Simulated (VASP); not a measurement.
Band structure of Fe (bcc). These are revTPSS meta-GGA, VASP's PBE PAW potentials (set 64) (plane waves; VASP) values and carry that method's errors.

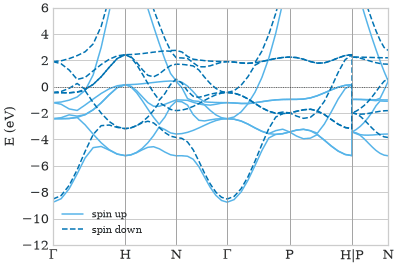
Bands along high-symmetry lines, zero at the valence-band maximum or, without a gap, the Fermi level

Task: Read the plot: is there a gap, and where are the band edges?

Result: It has no gap at this level: it comes out as a metal or semimetal.

The compound is Fe in the bcc structure. It was relaxed first, which changed the volume by -8 %.
